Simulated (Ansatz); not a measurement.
Nudged elastic band, with input and output: CH$_{8}$GeO

System: CH$_{8}$GeO.
Method: RKS PBE-D4/def2-SVP (Ansatz 0.2.0).

It belongs to a series of runs on one base structure; here: band between the two ends. Figures and captions count atoms from 1; the log counts them from 0 in places.

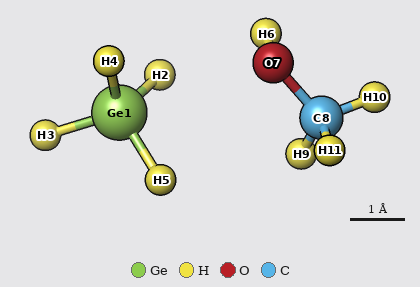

*The structure as given in the input (ball-and-stick view, seen at a tilt; atoms are numbered from 1 in the order of the input). Sticks mark near contacts.*

Bond lengths as drawn: C–H 1.11 to 1.12 Å, C–O 1.41 Å, Ge–H 1.54 to 1.55 Å and H–O 0.97 Å.

The input:
```yaml
crystal:
  periodic: [false, false, false]
  atoms:
    - { symbol: Ge, position_ang: [-0.509186, 0.880472, -1.692555] }
    - { symbol: H, position_ang: [0.920703, 0.278417, -1.666934] }
    - { symbol: H, position_ang: [-0.913531, 1.067899, -3.18096] }
    - { symbol: H, position_ang: [-0.5253, 2.254395, -0.987816] }
    - { symbol: H, position_ang: [-1.50112, -0.099748, -1.025939] }
    - { symbol: H, position_ang: [1.395679, 0.325968, 0.725314] }
    - { symbol: O, position_ang: [0.555616, 0.346581, 1.218663] }
    - { symbol: C, position_ang: [0.231033, -0.985601, 1.567956] }
    - { symbol: H, position_ang: [0.073699, -1.649322, 0.682732] }
    - { symbol: H, position_ang: [0.995554, -1.462666, 2.227171] }
    - { symbol: H, position_ang: [-0.723245, -0.956398, 2.132266] }
basis:
  gaussian: { orbitals: def2-SVP }
hamiltonian:
  xc: pbe
  dispersion: d4
neb:
  order_check: false
  images: 5
  f_tol: 0.05
  max_iterations: 60
  final_atoms:
    - { symbol: Ge, position_ang: [-1.0977335, 0.71867879, -1.07647198] }
    - { symbol: H, position_ang: [3.11207519, 0.84958154, 0.72508046] }
    - { symbol: H, position_ang: [-1.37909658, -0.39202852, -2.1310296] }
    - { symbol: H, position_ang: [-0.50134982, 1.9911244, -1.71636416] }
    - { symbol: H, position_ang: [-2.39093938, 1.02273789, -0.26393521] }
    - { symbol: H, position_ang: [2.37959231, 0.7528538, 0.50047736] }
    - { symbol: O, position_ang: [0.19298656, 0.14841347, 0.05438594] }
    - { symbol: C, position_ang: [-0.04271499, -1.02347645, 0.80912731] }
    - { symbol: H, position_ang: [-0.22095866, -1.92237127, 0.16988137] }
    - { symbol: H, position_ang: [0.86004102, -1.2224805, 1.42499909] }
    - { symbol: H, position_ang: [-0.91200015, -0.92303615, 1.50374743] }
  initial_path:
    images:
      - { positions_ang: [[-0.509186, 0.880472, -1.692555], [0.920703, 0.278417, -1.666934], [-0.913531, 1.067899, -3.18096], [-0.5253, 2.254395, -0.987816], [-1.50112, -0.099748, -1.025939], [1.395679, 0.325968, 0.725314], [0.555616, 0.346581, 1.218663], [0.231033, -0.985601, 1.567956], [0.073699, -1.649322, 0.682732], [0.995554, -1.462666, 2.227171], [-0.723245, -0.956398, 2.132266]] }
      - { positions_ang: [[-0.53817294, 0.88896006, -1.50766083], [1.079844, 0.48216729, -1.49135927], [-0.79741893, 0.84403466, -2.97074585], [-0.53159683, 2.30252418, -0.98667933], [-1.63664636, 0.08258303, -0.86077168], [1.40999214, 0.31075204, 0.3584735], [0.53898336, 0.14469908, 0.92041821], [0.2017402, -1.02384649, 1.50830432], [0.21224063, -1.80641307, 0.85432473], [0.85789099, -1.21931543, 2.25837725], [-0.79695425, -1.00614836, 1.91721696]] }
      - { positions_ang: [[-0.56715988, 0.89744813, -1.32276666], [1.238985, 0.68591758, -1.31578454], [-0.68130686, 0.62017033, -2.76053169], [-0.53789367, 2.35065336, -0.98554265], [-1.77217273, 0.26491406, -0.69560436], [1.42430528, 0.29553607, -0.00836701], [0.52235072, -0.05718284, 0.62217341], [0.17244741, -1.06209197, 1.44865263], [0.35078226, -1.96350415, 1.02591746], [0.72022798, -0.97596486, 2.28958349], [-0.87066351, -1.05589871, 1.70216791]] }
      - { positions_ang: [[-0.59614683, 0.90593619, -1.13787249], [1.39812599, 0.88966787, -1.14020982], [-0.5651948, 0.39630599, -2.55031754], [-0.5441905, 2.39878254, -0.98440598], [-1.90769909, 0.44724509, -0.53043704], [1.43861843, 0.28032011, -0.37520751], [0.50571809, -0.25906475, 0.32392862], [0.14315461, -1.10033746, 1.38900095], [0.48932388, -2.12059522, 1.19751019], [0.58256497, -0.73261429, 2.32078974], [-0.94437276, -1.10564907, 1.48711887]] }
      - { positions_ang: [[-0.76334238, 0.84351706, -1.11740565], [1.96944239, 0.87630576, -0.51844639], [-0.83649539, 0.13352782, -2.41055489], [-0.52991027, 2.26289649, -1.22839204], [-2.06877919, 0.63907603, -0.4416031], [1.75227639, 0.43783134, -0.08331255], [0.40147424, -0.12323868, 0.23408106], [0.08119808, -1.07471712, 1.19570974], [0.25256304, -2.05452057, 0.85496725], [0.67505699, -0.89590303, 2.02219286], [-0.93358189, -1.04477809, 1.49266172]] }
      - { positions_ang: [[-0.93053794, 0.78109792, -1.09693882], [2.54075879, 0.86294365, 0.10331703], [-1.10779598, -0.12925035, -2.27079225], [-0.51563005, 2.12701045, -1.4723781], [-2.22985929, 0.83090696, -0.35276915], [2.06593435, 0.59534257, 0.2085824], [0.2972304, 0.0125874, 0.1442335], [0.01924155, -1.04909679, 1.00241852], [0.01580219, -1.98844592, 0.51242431], [0.76754901, -1.05919176, 1.72359598], [-0.92279102, -0.98390712, 1.49820457]] }
      - { positions_ang: [[-1.0977335, 0.71867879, -1.07647198], [3.11207519, 0.84958154, 0.72508046], [-1.37909658, -0.39202852, -2.1310296], [-0.50134982, 1.9911244, -1.71636416], [-2.39093938, 1.02273789, -0.26393521], [2.37959231, 0.7528538, 0.50047736], [0.19298656, 0.14841347, 0.05438594], [-0.04271499, -1.02347645, 0.80912731], [-0.22095866, -1.92237127, 0.16988137], [0.86004102, -1.2224805, 1.42499909], [-0.91200015, -0.92303615, 1.50374743]] }
```

Hardware: 2 threads of Intel Xeon (Sapphire Rapids), 16 GiB of memory available, shared host.

Launched with:
```bash
ansatz run input.yaml --threads 2 --pin off --max-ram 3072MiB --backend cpu --events-out ev --progress --plain --runs-dir out
```

Output:
```
Engine: ansatz 0.2.0, x86_64-unknown-linux-gnu
Functional definition: PBE
  parameter kappa = 0.804
  parameter beta = 0.06672455060314922
  exchange = pbe_x(kappa = kappa, mu = beta*pi^2/3)
  correlation = pbe_c(beta = beta)
1116 factors; their error is unknown
mean field evaluation 1: about -59703.9042 eV, gradient 5.3e1 eV
mean field evaluation 2: about -59693.0422 eV, gradient 9.0e1 eV
mean field evaluation 4: about -59709.5638 eV, gradient 5.4e0 eV
mean field evaluation 8: about -59709.6226 eV, gradient 6.5e-2 eV
mean field evaluation 16: about -59709.5696 eV, gradient 6.5e-5 eV
mean field -59709.56956593 eV, -2194.2862089481 hartree, gradient 6.5e-5 eV, S^2 0.000000; 0 other end points of the search recorded, 0 dependent functions left out
the calculation of the forces begins
reference -59709.56960346 eV, -2194.2862103273 hartree; 27, 27 occupied and 73, 73 virtual orbitals, 1116 factors
1116 factors; their error is unknown
mean field evaluation 32: about -59709.4733 eV, gradient 1.5e-5 eV
mean field -59709.47328822 eV, -2194.2826708073 hartree, gradient 1.5e-5 eV, S^2 0.000000; 0 other end points of the search recorded, 0 dependent functions left out
[... from here on the field's lines of each further geometry are left out, up to the last ...]
NEB iter   1: max|band force component| = 1.323e1 eV/Å  barrier→ = 2.4744 eV  barrier← = 2.3925 eV  Δτ_max = 0.2000 Å  (177 SCF iters)
NEB iter   2: max|band force component| = 2.092e0 eV/Å  barrier→ = 1.4469 eV  barrier← = 1.3649 eV  Δτ_max = 0.1955 Å  (146 SCF iters)
NEB iter   3: max|band force component| = 1.312e0 eV/Å  barrier→ = 1.0828 eV  barrier← = 1.0009 eV  Δτ_max = 0.1980 Å  (142 SCF iters)
NEB iter   4: max|band force component| = 8.241e-1 eV/Å  barrier→ = 0.9948 eV  barrier← = 0.9128 eV  Δτ_max = 0.1933 Å  (136 SCF iters)
NEB iter   5: max|band force component| = 1.923e0 eV/Å  barrier→ = 0.9620 eV  barrier← = 0.8800 eV  Δτ_max = 0.0999 Å  (131 SCF iters)
NEB iter   6: max|band force component| = 6.157e-1 eV/Å  barrier→ = 0.8247 eV  barrier← = 0.7427 eV  Δτ_max = 0.1946 Å  (136 SCF iters)
NEB iter   7: max|band force component| = 5.137e-1 eV/Å  barrier→ = 0.8304 eV  barrier← = 0.7484 eV  CI = image 2  Δτ_max = 0.2000 Å  (135 SCF iters)
NEB iter   8: max|band force component| = 1.256e0 eV/Å  barrier→ = 1.2555 eV  barrier← = 1.1735 eV  CI = image 2  Δτ_max = 0.0996 Å  (139 SCF iters)
NEB iter   9: max|band force component| = 1.699e0 eV/Å  barrier→ = 1.4756 eV  barrier← = 1.3936 eV  CI = image 2  Δτ_max = 0.1007 Å  (137 SCF iters)
NEB iter  10: max|band force component| = 1.318e0 eV/Å  barrier→ = 1.5970 eV  barrier← = 1.5150 eV  CI = image 2  Δτ_max = 0.1975 Å  (136 SCF iters)
NEB iter  11: max|band force component| = 8.407e-1 eV/Å  barrier→ = 1.6813 eV  barrier← = 1.5993 eV  CI = image 2  Δτ_max = 0.1977 Å  (135 SCF iters)
NEB iter  12: max|band force component| = 1.064e0 eV/Å  barrier→ = 1.6206 eV  barrier← = 1.5386 eV  CI = image 2  Δτ_max = 0.2000 Å  (135 SCF iters)
NEB iter  13: max|band force component| = 7.157e-1 eV/Å  barrier→ = 1.7016 eV  barrier← = 1.6196 eV  CI = image 2  Δτ_max = 0.1835 Å  (143 SCF iters)
NEB iter  14: max|band force component| = 1.022e0 eV/Å  barrier→ = 1.7439 eV  barrier← = 1.6619 eV  CI = image 2  Δτ_max = 0.0875 Å  (136 SCF iters)
NEB iter  15: max|band force component| = 5.093e-1 eV/Å  barrier→ = 1.6655 eV  barrier← = 1.5835 eV  CI = image 2  Δτ_max = 0.0877 Å  (137 SCF iters)
NEB iter  16: max|band force component| = 2.065e-1 eV/Å  barrier→ = 1.6499 eV  barrier← = 1.5679 eV  CI = image 2  Δτ_max = 0.0590 Å  (137 SCF iters)
NEB iter  17: max|band force component| = 9.481e-2 eV/Å  barrier→ = 1.6427 eV  barrier← = 1.5608 eV  CI = image 2  Δτ_max = 0.0458 Å  (132 SCF iters)
NEB iter  18: max|band force component| = 1.844e-1 eV/Å  barrier→ = 1.6383 eV  barrier← = 1.5563 eV  CI = image 2  Δτ_max = 0.0229 Å  (139 SCF iters)
NEB iter  19: max|band force component| = 1.510e-1 eV/Å  barrier→ = 1.6356 eV  barrier← = 1.5536 eV  CI = image 2  Δτ_max = 0.0458 Å  (131 SCF iters)
NEB iter  20: max|band force component| = 1.308e-1 eV/Å  barrier→ = 1.6312 eV  barrier← = 1.5492 eV  CI = image 2  Δτ_max = 0.0918 Å  (130 SCF iters)
NEB iter  21: max|band force component| = 1.142e-1 eV/Å  barrier→ = 1.6241 eV  barrier← = 1.5421 eV  CI = image 2  Δτ_max = 0.0917 Å  (136 SCF iters)
NEB iter  22: max|band force component| = 1.360e-1 eV/Å  barrier→ = 1.6184 eV  barrier← = 1.5364 eV  CI = image 2  Δτ_max = 0.0459 Å  (136 SCF iters)
NEB iter  23: max|band force component| = 1.521e-1 eV/Å  barrier→ = 1.6149 eV  barrier← = 1.5329 eV  CI = image 2  Δτ_max = 0.0459 Å  (137 SCF iters)
NEB iter  24: max|band force component| = 1.433e-1 eV/Å  barrier→ = 1.6143 eV  barrier← = 1.5324 eV  CI = image 2  Δτ_max = 0.0458 Å  (136 SCF iters)
NEB iter  25: max|band force component| = 1.440e-1 eV/Å  barrier→ = 1.6093 eV  barrier← = 1.5273 eV  CI = image 2  Δτ_max = 0.0458 Å  (138 SCF iters)
NEB iter  26: max|band force component| = 1.266e-1 eV/Å  barrier→ = 1.6104 eV  barrier← = 1.5284 eV  CI = image 2  Δτ_max = 0.0456 Å  (137 SCF iters)
NEB iter  27: max|band force component| = 1.562e-1 eV/Å  barrier→ = 1.6103 eV  barrier← = 1.5283 eV  CI = image 2  Δτ_max = 0.0229 Å  (139 SCF iters)
NEB iter  28: max|band force component| = 1.524e-1 eV/Å  barrier→ = 1.6102 eV  barrier← = 1.5283 eV  CI = image 2  Δτ_max = 0.0229 Å  (134 SCF iters)
NEB iter  29: max|band force component| = 1.287e-1 eV/Å  barrier→ = 1.6101 eV  barrier← = 1.5281 eV  CI = image 2  Δτ_max = 0.0229 Å  (126 SCF iters)
NEB iter  30: max|band force component| = 9.606e-2 eV/Å  barrier→ = 1.6101 eV  barrier← = 1.5281 eV  CI = image 2  Δτ_max = 0.0229 Å  (130 SCF iters)
NEB iter  31: max|band force component| = 6.069e-2 eV/Å  barrier→ = 1.6101 eV  barrier← = 1.5281 eV  CI = image 2  Δτ_max = 0.0229 Å  (126 SCF iters)
the calculation of the forces begins
reference -59709.46116320 eV, -2194.2822252211 hartree; 27, 27 occupied and 73, 73 virtual orbitals, 1116 factors
1116 factors; their error is unknown
mean field evaluation 1280: about -59707.9241 eV, gradient 1.6e-1 eV
mean field -59707.92412128 eV, -2194.2257399727 hartree, gradient 8.5e-6 eV, S^2 0.000000; 1 other end points of the search recorded, 0 dependent functions left out
the calculation of the forces begins
reference -59707.92415887 eV, -2194.2257413539 hartree; 27, 27 occupied and 73, 73 virtual orbitals, 1116 factors
NEB iter  32: max|band force component| = 4.154e-2 eV/Å  barrier→ = 1.6101 eV  barrier← = 1.5281 eV  CI = image 2  Δτ_max = 0.0000 Å  (254 SCF iters)
```

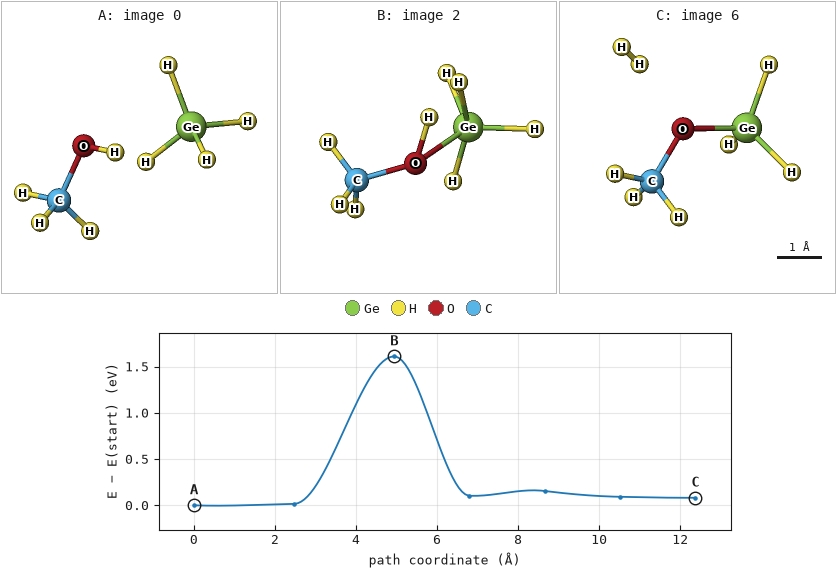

*Images of the last band (counted from 0; ball-and-stick, seen at a tilt) above the energy along the path; the line is a cubic interpolation that uses the forces.*

The highest image is number 2, 1.610 eV above the start and 1.528 eV above the end (the climbing image); the end lies 0.082 eV above the start. The path is 12.37 Å long. The band converged in 32 iterations.

```
Total energy: -59708.10103143 eV, -2194.2322413006 hartree
Atom 0 at    -0.531152     0.833654    -1.068711 Å, force     0.003360    -0.004931     0.002350 eV/Å
Atom 1 at     1.395479     0.849875    -1.105385 Å, force     0.001448    -0.000105     0.001008 eV/Å
Atom 2 at    -0.554414     0.767038    -2.617953 Å, force    -0.000003    -0.001400     0.001542 eV/Å
Atom 3 at    -0.470371     2.270037    -0.479542 Å, force    -0.000433     0.000455    -0.000520 eV/Å
Atom 4 at    -1.892554     0.219789    -0.574021 Å, force    -0.000627     0.000237     0.000730 eV/Å
Atom 5 at     1.251034     0.002240    -0.451356 Å, force    -0.000702    -0.001622    -0.005497 eV/Å
Atom 6 at     0.388452    -0.705853    -0.063031 Å, force    -0.001090     0.009243     0.006930 eV/Å
Atom 7 at     0.156475    -0.993624     1.312754 Å, force    -0.003356    -0.004665    -0.004468 eV/Å
Atom 8 at     0.646426    -1.952676     1.580930 Å, force     0.000895     0.001332    -0.002100 eV/Å
Atom 9 at     0.545051    -0.190357     1.978952 Å, force    -0.000322     0.001010     0.000996 eV/Å
Atom 10 at    -0.934525    -1.100127     1.487259 Å, force     0.000829     0.000446    -0.000970 eV/Å
Dipole moment:    -0.068128    -0.087353     0.336697 e Å
this run last wrote the band of iteration 32 to [file]
```

The last band as extended XYZ (Å, eV, eV/Å):
```
11
Properties=species:S:1:pos:R:3:forces:R:3 image=0 energy=-59709.71107
Ge   -0.5092    0.8805   -1.6926   -0.0015   0.0017   0.0060
H     0.9207    0.2784   -1.6669    0.0021  -0.0003   0.0001
H    -0.9135    1.0679   -3.1810   -0.0022  -0.0003  -0.0034
H    -0.5253    2.2544   -0.9878    0.0022  -0.0015  -0.0018
H    -1.5011   -0.0997   -1.0259   -0.0011  -0.0002  -0.0015
H     1.3957    0.3260    0.7253    0.0009   0.0014   0.0020
O     0.5556    0.3466    1.2187    0.0037   0.0097  -0.0046
C     0.2310   -0.9856    1.5680   -0.0101  -0.0286   0.0064
H     0.0737   -1.6493    0.6827    0.0031   0.0139   0.0164
H     0.9956   -1.4627    2.2272   -0.0131   0.0076  -0.0108
H    -0.7232   -0.9564    2.1323    0.0162  -0.0033  -0.0088
11
Properties=species:S:1:pos:R:3:forces:R:3 image=1 energy=-59709.69558
Ge   -0.5654    1.0407   -1.5941    0.0030   0.0009  -0.0050
H     0.8531    0.4631   -1.8520   -0.0135  -0.0049  -0.0159
H    -1.2018    1.3393   -2.9769   -0.0153   0.0158  -0.0068
H    -0.4705    2.3403   -0.7683    0.0048   0.0033  -0.0040
H    -1.4372   -0.0116   -0.8669    0.0072   0.0018  -0.0061
H     1.3050   -0.3339    0.0841    0.0104  -0.0041   0.0108
O     1.0178    0.0121    0.9488   -0.0084  -0.0157   0.0239
C     0.2828   -1.0070    1.6017    0.0137   0.0411  -0.0360
H     0.8444   -1.9668    1.6827    0.0078  -0.0093   0.0308
H     0.0687   -0.6538    2.6302   -0.0059  -0.0146   0.0096
H    -0.6970   -1.2225    1.1105   -0.0038  -0.0143  -0.0014
11
Properties=species:S:1:pos:R:3:forces:R:3 image=2 energy=-59708.10099
Ge   -0.5312    0.8337   -1.0687    0.0034  -0.0049   0.0024
H     1.3955    0.8499   -1.1054    0.0014  -0.0001   0.0010
H    -0.5544    0.7670   -2.6180    0.0000  -0.0014   0.0015
H    -0.4704    2.2700   -0.4795   -0.0004   0.0005  -0.0005
H    -1.8926    0.2198   -0.5740   -0.0006   0.0002   0.0007
H     1.2510    0.0022   -0.4514   -0.0007  -0.0016  -0.0055
O     0.3885   -0.7059   -0.0630   -0.0011   0.0092   0.0069
C     0.1565   -0.9936    1.3128   -0.0034  -0.0047  -0.0045
H     0.6464   -1.9527    1.5809    0.0009   0.0013  -0.0021
H     0.5451   -0.1904    1.9790   -0.0003   0.0010   0.0010
H    -0.9345   -1.1001    1.4873    0.0008   0.0004  -0.0010
11
Properties=species:S:1:pos:R:3:forces:R:3 image=3 energy=-59709.60759
Ge   -0.9926    0.6226   -0.8430   -0.0130   0.0002   0.0018
H     2.5508    0.8871   -1.0782    0.0262  -0.0010   0.0017
H    -0.7265    0.6006   -2.3633   -0.0033  -0.0048   0.0051
H    -0.5917    1.9802   -0.1959   -0.0027  -0.0063   0.0042
H    -2.4718    0.2844   -0.5001   -0.0122   0.0017   0.0013
H     2.0475    0.3516   -0.8427    0.0176   0.0063  -0.0076
O     0.0568   -0.6987   -0.1870   -0.0056  -0.0042   0.0048
C     0.0288   -0.9427    1.2055   -0.0041   0.0025  -0.0071
H     0.6706   -1.8240    1.4170    0.0022   0.0028  -0.0037
H     0.4241   -0.0860    1.8037   -0.0029   0.0035  -0.0023
H    -0.9962   -1.1751    1.5839   -0.0022  -0.0008   0.0016
11
Properties=species:S:1:pos:R:3:forces:R:3 image=4 energy=-59709.55619
Ge   -0.9013    0.7984   -0.7860   -0.0035   0.0006   0.0064
H     2.7055    0.6301   -1.3045    0.0138  -0.0194   0.0079
H    -0.3291    0.3885   -2.1721   -0.0080  -0.0238   0.0092
H    -0.8985    2.3369   -0.6252   -0.0111   0.0082  -0.0293
H    -2.3150    0.1838   -0.5702   -0.0024   0.0041   0.0097
H     2.2236    0.4367   -0.7344    0.0044   0.0157   0.0107
O     0.1660    0.1988    0.5412   -0.0008   0.0338   0.0213
C    -0.1104   -0.9919    1.2492    0.0012   0.0046  -0.0075
H     0.5071   -1.8465    0.8856   -0.0070   0.0049  -0.0322
H     0.1333   -0.8335    2.3228    0.0104  -0.0281   0.0045
H    -1.1814   -1.3014    1.1936    0.0031  -0.0005  -0.0008
11
Properties=species:S:1:pos:R:3:forces:R:3 image=5 energy=-59709.61894
Ge   -0.9939    0.7484   -0.9260   -0.0003  -0.0004   0.0005
H     3.0482    0.7587   -0.3328    0.0014  -0.0008   0.0044
H    -0.6848   -0.2002   -2.1206   -0.0027  -0.0027   0.0003
H    -0.5965    2.2103   -1.2218    0.0004  -0.0004  -0.0026
H    -2.4896    0.6175   -0.5163   -0.0014   0.0017   0.0011
H     2.3268    0.6721   -0.0726   -0.0001   0.0009   0.0021
O     0.0335    0.2892    0.4908   -0.0017   0.0006  -0.0011
C    -0.1346   -1.0008    1.0451    0.0009   0.0006  -0.0010
H     0.1271   -1.8186    0.3306   -0.0009   0.0006  -0.0031
H     0.5409   -1.0924    1.9216    0.0034  -0.0006  -0.0020
H    -1.1772   -1.1842    1.4019    0.0010   0.0006   0.0014
11
Properties=species:S:1:pos:R:3:forces:R:3 image=6 energy=-59709.62911
Ge   -1.0977    0.7187   -1.0765   -0.0077   0.0043  -0.0075
H     3.1121    0.8496    0.7251   -0.0077   0.0002  -0.0016
H    -1.3791   -0.3920   -2.1310    0.0026   0.0067   0.0128
H    -0.5013    1.9911   -1.7164    0.0000  -0.0042   0.0032
H    -2.3909    1.0227   -0.2639    0.0136  -0.0064  -0.0043
H     2.3796    0.7529    0.5005    0.0083   0.0005   0.0020
O     0.1930    0.1484    0.0544   -0.0117  -0.0002  -0.0059
C    -0.0427   -1.0235    0.8091    0.0014  -0.0072   0.0052
H    -0.2210   -1.9224    0.1699    0.0019   0.0072   0.0056
H     0.8600   -1.2225    1.4250   -0.0088  -0.0008  -0.0036
H    -0.9120   -0.9230    1.5037    0.0083   0.0000  -0.0061
```

Key numbers:

```tsv
quantity	value
outcome	converged
barrier, forward	1.610 eV
barrier, backward	1.528 eV
wall time	2.7 min (CPU time 5.1 min)
peak memory	0.16 GiB
```

Notes:

The order of the saddle point was not checked.
